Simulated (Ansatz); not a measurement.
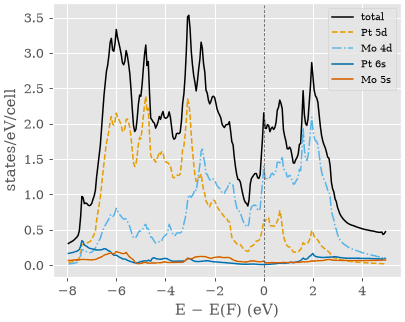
Figure: Total and projected density of states of MoPt (L1₀ or tetragonal B2, P4/mmm), DFT-PBEsol in the program Ansatz with PAW potentials

**Question.** Which orbitals carry the states next to the Fermi level?

**Answer.** Within 0.5 eV of the Fermi level: Mo 4d 65 %, Pt 5d 29 %. Projections are on Löwdin-orthogonalised atomic valence shells; empty p or d shells of many metals are not among them.

**Question.** Where is the tallest occupied peak in this window, and what makes it?

**Answer.** Near -3.1 eV, about 3.5 states/eV per cell; the largest projected share is Pt 5d.

The start of the workflow was typed in or built on a structure type; neither database checked (COD, Materials Project) lists it. Whether it is the stable phase at ambient conditions was not checked. Symmetry was held in the PBEsol relaxation; its stability against distortions is not shown here. The run is not spin-polarised. Scalar-relativistic: spin–orbit coupling is off unless named, which matters more the heavier the elements.

Potentials: the later of the program's two PAW sets.
